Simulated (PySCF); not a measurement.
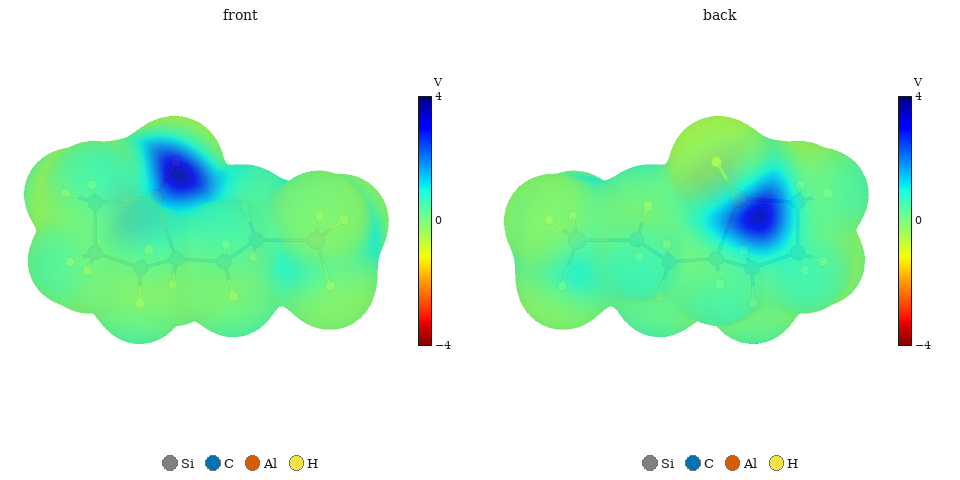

Figure. C₆H₁₅AlSi (SMILES [SiH3]CC[C@H]1CC[CH2][AlH]1). The electrostatic potential painted on the density surface at 0.002 e/bohr³, seen from the front and from behind; the colour scale runs from red (negative) to blue (positive).

Geometry: GFN2-xTB.

Method: PBE0/pcSseg-1, SCF density, gas phase, non-relativistic (PySCF).

```tsv
atom	x (Å)	y (Å)	z (Å)
Si	3.7657	0.4033	-0.4275
C	2.0223	-0.3422	-0.5228
C	1.0864	0.1331	0.5865
C	-0.3019	-0.4892	0.4032
C	-1.4041	0.2077	1.2275
C	-2.7937	-0.2147	0.7220
C	-2.9902	0.1872	-0.7595
Al	-1.1663	-0.3155	-1.4104
H	3.6816	1.8619	-0.5415
H	4.3754	0.0548	0.8588
H	4.5851	-0.1321	-1.5167
H	1.5534	-0.0875	-1.4852
H	2.0779	-1.4334	-0.4905
H	1.5083	-0.1233	1.5646
H	1.0044	1.2235	0.5436
H	-0.2414	-1.5315	0.7591
H	-1.3081	1.2920	1.1111
H	-1.3149	-0.0182	2.2946
H	-3.5645	0.2279	1.3593
H	-2.8745	-1.3026	0.8149
H	-3.2196	1.2611	-0.8057
H	-3.8737	-0.3175	-1.1656
H	-0.6125	-0.5177	-2.8366
```

Question: Describe the electrostatic potential map.

Answer: The most negative region (about −0.4 V) lies over H23, the most positive (about +3.3 V) over Al8.
